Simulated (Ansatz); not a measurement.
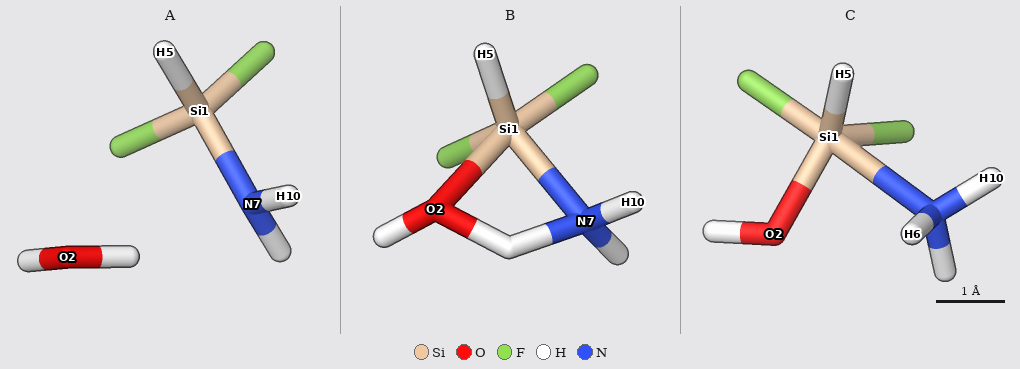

Three geometries of SiNH5OF2: a saddle point and the two minima that it joins, in shuffled order. Style: stick. Shown at a tilt. Sticks join atoms that are closer than about 1.2 times the sum of their covalent radii (a little more with hydrogen).

Stationary points at PBE0-D4/def2-TZVP, single-point energies with CCSD(T)/CBS, SPW92 (LDA), B3LYP-D4 (def2-TZVPP where no basis is named; Ansatz 0.2.0). The energies are electronic, without zero-point or thermal terms, and both ends are the minima reached downhill from the saddle, with any fragments still in contact. CCSD(T)/CBS stands for a frozen-core estimate: MP2 correlation extrapolated from def2-TZVPP and def2-QZVPP, CCSD(T) minus MP2 from the smaller set.

Identify the saddle point and describe the reaction.

Answer. Frame B is the saddle point. Counted by bonded pieces, C holds SiH₅NOF₂ and A holds H₂O + SiH₃NF₂. From C over the saddle to A, a bond forms: H–O (2.64 → 1.22 → 0.97 Å). Bonds break: O–Si (1.65 → 1.94 → 3.43 Å), H–N (1.01 → 1.27 → 2.13 Å). Bonds that stay but change much: N–Si (2.13 → 1.85 → 1.70 Å). The saddle has one imaginary mode, 1143i cm⁻¹. With CCSD(T)/CBS the barrier is 35.4 kcal/mol from C and 20.9 kcal/mol from A, and A lies 14.5 kcal/mol above C.

```
      level  barrier from C (kcal/mol)  barrier from A (kcal/mol)  A less C (kcal/mol)
CCSD(T)/CBS                       35.4                       20.9                 14.5
SPW92 (LDA)                       24.4                        5.7                 18.7
   B3LYP-D4                       33.6                       20.7                 12.9
```

Against CCSD(T)/CBS, B3LYP-D4 comes closest on the barrier from C (−1.8 kcal/mol) and SPW92 (LDA) misses most (−11.0 kcal/mol).
